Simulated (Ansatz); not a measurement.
# Fields on a plane of ZnSe (zinc blende)

```
ZnSe
1.0
    0.00000     2.81676     2.81676
    2.81676     0.00000     2.81676
    2.81676     2.81676     0.00000
Se Zn
1 1
Cartesian
  4.22514   4.22514   4.22514
  0.00000   0.00000   0.00000
```

The slice is a {100} plane (indices of the conventional cell) through the point (0.750, 0.750, 0.750) (fractional), spanned by u = [100] and v = [0 1 -1] in vectors of this cell: u (3.98 Å) and v (3.98 Å, at 90° to u). It covers one period; positions are fractions (u, v).

Atoms on it: Se at (0.00, 0.00).

Method: PBEsol (plane waves to 420 eV, PAW, scalar-relativistic; Ansatz, a quantum-chemistry and plane-wave program). k mesh 10×10×10. Near the nuclei the fields are pseudised (PAW); where an atom keeps semicore shells as valence, they peak there. ZnSe was relaxed with its symmetry unable to fall.

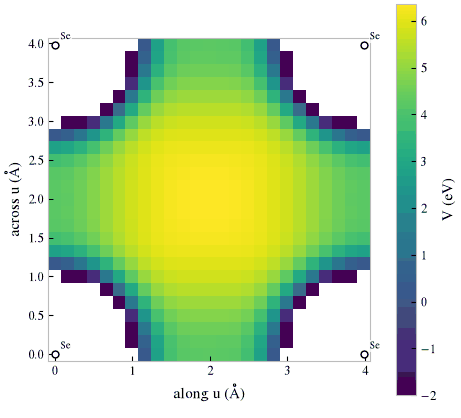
Figure: Electrostatic potential energy of an electron, from the cell's mean, in eV, one period of the plane, atoms marked. Points within 1 Å of a nucleus are left white, as the pseudised field means little there. Values under -2 eV are set to -2. The zero, the cell's mean, hangs on the PAW cores.

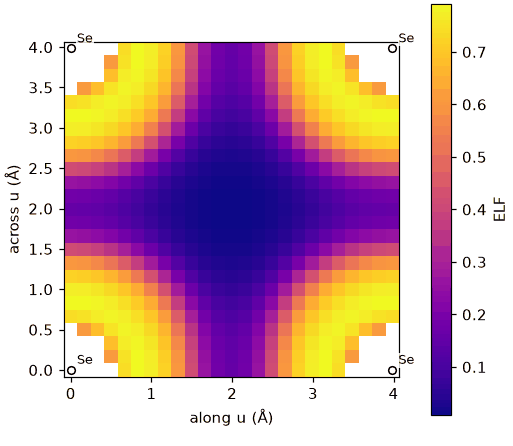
Figure. Electron localisation function (ELF), one period of the plane, atoms marked. Points within 0.5 Å of a nucleus are left white, as the pseudised field means little there.
